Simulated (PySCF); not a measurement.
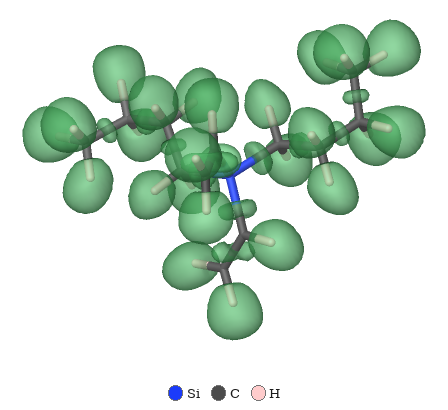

Figure. C12H24Si. Isosurface of the ELF at 0.85 (green), seen at a tilt. Only the valence region is drawn (cores and ρ < 0.01 e/Å³ removed).

Geometry: PBE0-D3(BJ)/def2-SVP.

These are results of CAM-B3LYP/def2-SVPD, SCF density, gas phase in PySCF 2.14.0, not measurements.

```xyz
37

Si    0.8224   -0.0977    0.0547
C     0.9113   -0.0496    1.9314
C     2.0241   -0.2827    2.6375
H    -0.0069    0.1811    2.4910
H     2.9754   -0.5181    2.1455
H     2.0417   -0.2544    3.7334
C     2.5728   -0.0928   -0.6221
C     3.0933   -1.0499   -1.3995
H     3.2197    0.7597   -0.3711
H     2.5175   -1.9348   -1.6943
H     4.1194   -1.0007   -1.7827
C    -0.1047    1.4418   -0.5302
C     0.5645    2.7627   -0.1526
C    -0.1898    4.0143   -0.5986
C    -1.5568    4.1890    0.0453
H    -0.2283    1.3762   -1.6267
H    -1.1241    1.3901   -0.1078
H     0.7123    2.8012    0.9424
H     1.5783    2.7917   -0.5880
H     0.4312    4.8982   -0.3727
H    -0.2982    3.9959   -1.6980
H    -2.0370    5.1245   -0.2797
H    -2.2410    3.3656   -0.2121
H    -1.4774    4.2202    1.1445
C    -0.0797   -1.6574   -0.5088
C    -1.4954   -1.8052    0.0481
C    -2.2416   -3.0484   -0.4334
C    -1.6067   -4.3648   -0.0120
H    -0.1063   -1.6658   -1.6142
H     0.5426   -2.5188   -0.2097
H    -1.4556   -1.8171    1.1526
H    -2.0911   -0.9152   -0.2187
H    -3.2768   -3.0075   -0.0528
H    -2.3245   -3.0133   -1.5346
H    -2.2054   -5.2249   -0.3487
H    -0.5962   -4.4863   -0.4320
H    -1.5172   -4.4304    1.0848
```

Q: Describe the localisation domains.

A: The surface consists of eight regions between bonded C–C atoms (shared pairs), four regions between bonded C–Si atoms (shared pairs) and 24 regions around hydrogen nuclei. Profiles from the grid: C–C (1.34 Å): the ELF peaks at about 0.95 between the atoms: a short, multiple covalent bond. C–Si (1.88 Å): the ELF peaks at about 1 between the atoms; localised, covalent bonding.
